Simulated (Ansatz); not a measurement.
```cif
data_structure
_symmetry_space_group_name_H-M 'P 1'
_symmetry_Int_Tables_number 1
_cell_length_a 2.7012
_cell_length_b 2.7012
_cell_length_c 12.7521
_cell_angle_alpha 90.000
_cell_angle_beta 90.000
_cell_angle_gamma 120.000
_cell_volume 80.58
loop_
_atom_site_label
_atom_site_type_symbol
_atom_site_fract_x
_atom_site_fract_y
_atom_site_fract_z
_atom_site_occupancy
Be1 Be 0.00000 0.00000 0.32648 1
Be2 Be 0.00000 0.00000 0.67352 1
Se1 Se 0.00000 0.00000 0.00000 1
O1 O 0.33333 0.66667 0.67344 1
O2 O 0.33333 0.66667 0.32656 1
```

Space group P-6m2; a generated structure, not necessarily the stable one.

All numbers below come from Ansatz 0.2.0, DFT PBE, scalar-relativistic, plane waves, PAW.

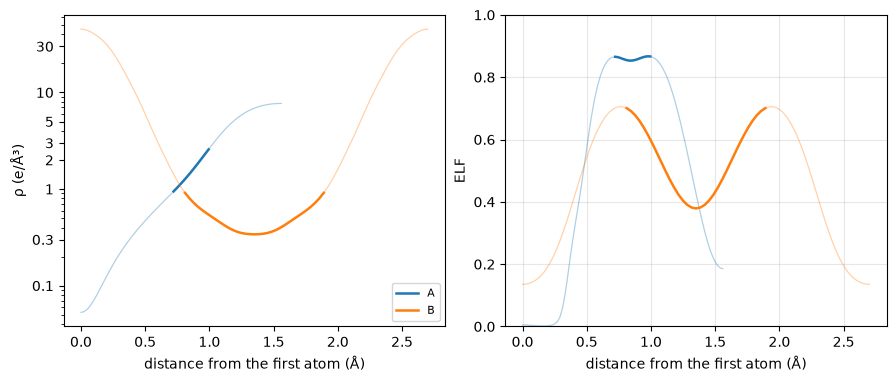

Be$_{2}$SeO$_{2}$. Valence electron density and ELF along straight lines between neighbouring atoms. Thin, pale parts lie inside the atomic spheres.

Core electrons are frozen (PAW), and the valence fields are smoothed inside the atomic spheres.

Which curve belongs to which contact (Be–O and Se–Se)? The first atom named is at distance zero.

Curve A: Be–O (1.56 Å): ρ is about 1.1 e/Å³ halfway; the ELF peaks at about 0.85 in the valence shell of O, 0.6 Å from its nucleus, and is about 0.85 at the midpoint. Curve B: Se–Se (2.70 Å): the density is about 0.34 e/Å³ at the midpoint; the ELF is about 0.40 at the midpoint.
